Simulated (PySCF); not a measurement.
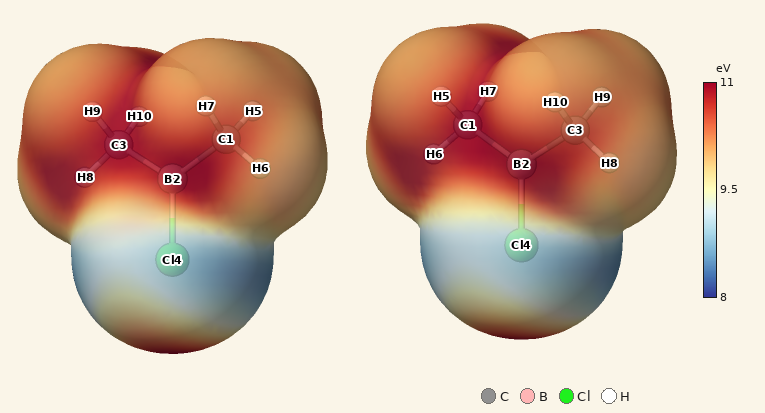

Figure 1: C2H6BCl, SMILES `CB(C)Cl`. Average local ionisation energy on the surface of electron density 0.001 a.u. (back view left, front view right).

Method: PBE/def2-TZVP; geometry: GFN2-xTB; program: PySCF. No frequency check shows the geometry to be a minimum. GFN2-xTB bond lengths at metals and heavier atoms can be off by up to 0.1 Å and shapes distorted, which carries into these values.

Cartesian coordinates (Å):

```
C1      -1.1220   -1.3774   -0.0003
B2      -0.3447    0.0000   -0.0001
C3      -1.1218    1.3775    0.0003
Cl4      1.3661   -0.0001    0.0000
H5      -1.7746   -1.4546    0.8682
H6      -0.4696   -2.2466    0.0013
H7      -1.7744   -1.4546   -0.8688
H8      -0.4693    2.2467   -0.0013
H9      -1.7744    1.4549   -0.8682
H10     -1.7746    1.4543    0.8688
```

Question: Locate the minima of the map.

Answer: The lowest value is 8.4 eV, near Cl4 (2.14 Å) and H6 (2.31 Å), and at like points elsewhere. Further minima include 9.8 eV, 1.4 Å from H6, and at like points elsewhere. For comparison, the highest occupied orbital lies at −6.8 eV.
